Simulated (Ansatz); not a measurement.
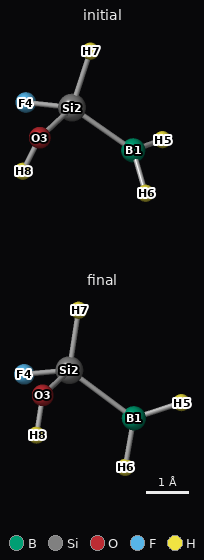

The structure of BSiH₄OF (coarse preliminary run) before (top) and after (bottom) a relaxation, at one scale.

The picture is a ball-and-stick view, seen at a tilt.

The start comes from a force field.

Method: Ansatz 0.2.0, RKS PBE-D4/def2-SVP.

Input
```yaml
crystal:
  periodic: [false, false, false]
  atoms:
    - {symbol: B, position_ang: [-1.219900, 0.293600, 0.305800]}
    - {symbol: Si, position_ang: [0.537500, -0.362800, 0.241000]}
    - {symbol: O, position_ang: [1.490700, 0.654400, -0.749900]}
    - {symbol: F, position_ang: [0.598000, -1.909200, -0.402200]}
    - {symbol: H, position_ang: [-2.096700, -0.228000, 0.902700]}
    - {symbol: H, position_ang: [-1.539200, 1.337200, -0.303600]}
    - {symbol: H, position_ang: [1.113100, -0.395900, 1.610800]}
    - {symbol: H, position_ang: [1.208500, 0.553700, -1.660500]}
basis:
  gaussian: {orbitals: def2-SVP}
hamiltonian: {xc: pbe, dispersion: d4}
relax: {f_tol: 0.03, max_steps: 200}
```

Command:
```bash
ansatz run in.yaml --threads 2 --pin off --events-out ev --progress --plain --max-ram 4352MiB
```

Summarise the run.

H6 moves most after the best rigid fit: 1.00 Å. Largest moves by element: H 1.00 Å, O 0.19 Å, F 0.17 Å, Si 0.10 Å, B 0.09 Å. Some distances before and after: B1–Si2 1.877 → 2.012 Å, B1–H5 1.182 → 1.217 Å, B1–H6 1.250 → 1.219 Å, Si2–O3 1.710 → 1.681 Å. Bond angles that change, for instance: B1–Si2–H7 109.8° → 119.6°, Si2–O3–H8 108.9° → 114.6°, O3–Si2–H7 109.4° → 104.6°. Groups turn about B1–Si2 by about 60°. After 14 accepted moves (16 points after the start) the energy has fallen by 33.8 kJ/mol. The largest force component goes from 2.4 to 0.024 eV/Å. The line search rejected the trial steps at points 3, 11 of the run. Cost: 25 s on 2 threads of Arm Neoverse V1, on a shared host.
